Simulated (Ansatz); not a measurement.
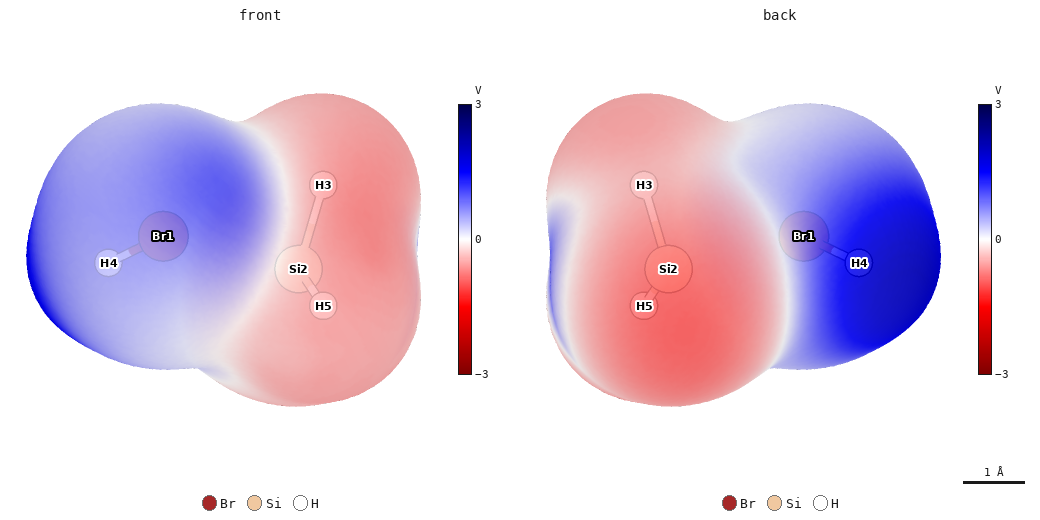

The picture shows: BrH3Si. The electrostatic potential painted on the density surface at 0.001 e/bohr³, seen from the front and from behind; red is negative and blue positive.

Geometry: PBE0-D4/def2-TZVP.

All numbers below come from Ansatz, isolated molecule in a Gaussian basis; Kohn-Sham density functional theory, functional PBE0.

Input file:

```
crystal:
  periodic: [false, false, false]
  atoms:
    - {symbol: Br, position_ang: [-1.794708, 0.110732, 0.786862]}
    - {symbol: Si, position_ang: [0.407585, 0.337147, -0.625201]}
    - {symbol: H, position_ang: [-0.279026, 1.555309, -1.230671]}
    - {symbol: H, position_ang: [-2.030230, -1.285764, 0.613757]}
    - {symbol: H, position_ang: [0.917619, 1.134196, 0.569182]}
basis:
  gaussian:
    orbitals: def2-TZVPD
hamiltonian:
  xc: {name: PBE0}
output:
  forces: true
  orbitals: {seedname: orbitals}
```

Command:

```sh
ansatz run input.yaml --threads 2 --pin off --max-ram 4350MiB --events-out events.jsonl --progress --plain --runs-dir runs
```

Q: Where is the surface potential most negative and most positive?

A: The most negative region (about −1.0 V, or −23 kcal/mol for a unit charge) lies over Si2, the most positive (about +2.0 V, or +46 kcal/mol for a unit charge) over H4. Br1 shows a σ-hole: about +1.0 V, or +23 kcal/mol for a unit charge at the tip opposite its bond, against about +0.2 V on its flanks.
